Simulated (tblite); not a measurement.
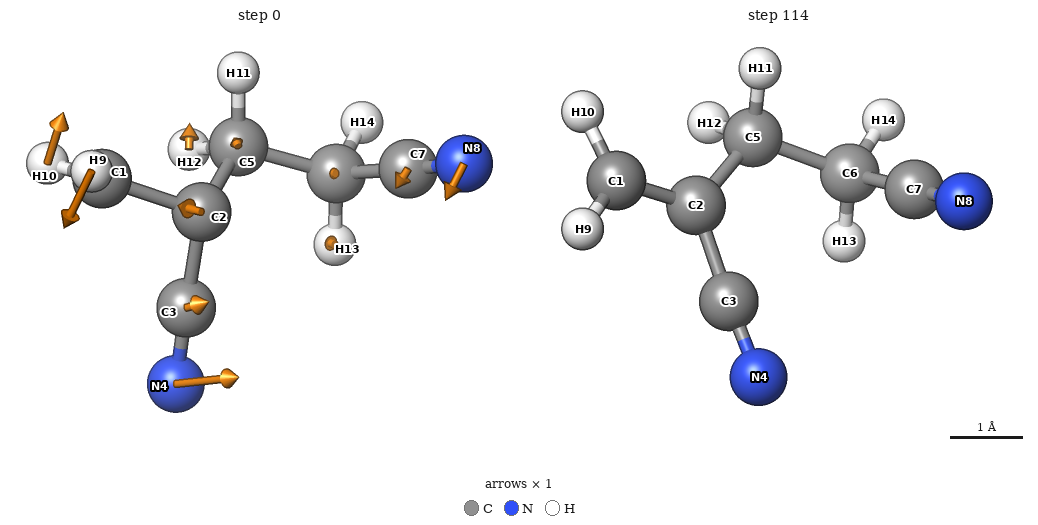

The structure of C6H6N2 (charge +1, multiplicity 2) before (left) and after (right) a relaxation, at one scale. The orange arrows give the displacements, at their true length.

A ball-and-stick model, seen at a tilt.

Theory: GFN2-xTB geometry optimisation, gas phase (tblite). 

Describe what moved and what it gained.

Answer. Over 114 geometry steps the energy falls by 255.3 kJ/mol. N4 moves most after the best rigid fit: 1.26 Å. Largest moves by element: N 1.26 Å, H 1.02 Å, C 0.52 Å. Near-neighbour distances that change, for instance: C1–C2 1.525 → 1.351 Å, C2–C3 1.472 → 1.419 Å, C2–C5 1.527 → 1.494 Å, C3–N4 1.174 → 1.143 Å. Among the angles between lasting bonds that change: C1–C2–C5 109.0° → 123.9°, C1–C2–C3 104.7° → 118.5°, C3–C2–C5 107.9° → 117.6°.
